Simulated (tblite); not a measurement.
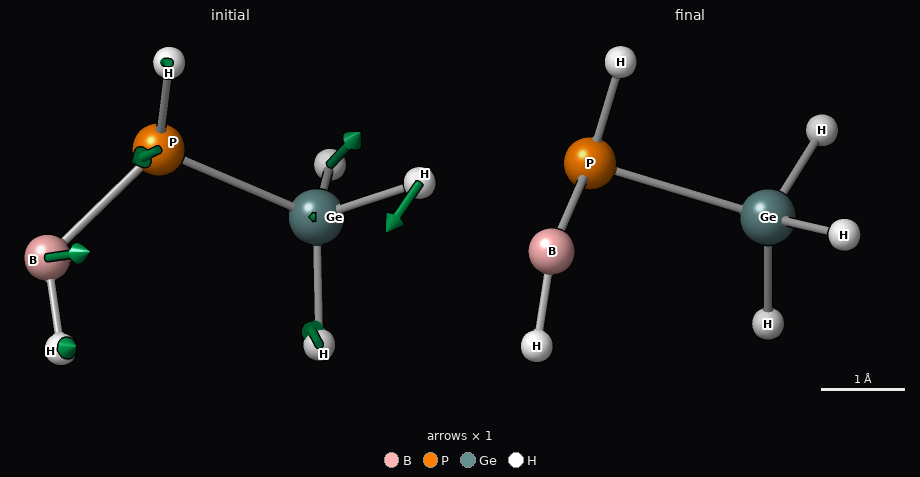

The structure of BGePH$_{5}$ (multiplicity 2) before (left) and after (right) a relaxation, at one scale. The green arrows give the displacements, at their true length.

Style: ball-and-stick. Shown at a tilt.

Level of theory: GFN2-xTB geometry optimisation, gas phase (tblite). 

Summarise the run.

Answer. The largest move after the best rigid fit is that of an H atom, 0.81 Å. By element the largest moves are H 0.81 Å, B 0.79 Å, P 0.55 Å, Ge 0.10 Å. Near-neighbour distances that change, for instance: B–P 1.911 → 1.789 Å, Ge–H 1.572 → 1.507 Å, Ge–H 1.549 → 1.501 Å, Ge–P 2.245 → 2.291 Å. Bond angles that change, for instance: Ge–P–H 116.6° → 94.9°, B–P–Ge 115.2° → 103.4°, B–P–H 115.7° → 105.6°. After 85 geometry steps the energy has fallen by 20.5 kcal/mol. Cost: 0.31 s on 1 thread of Arm Neoverse V1 (shared host).
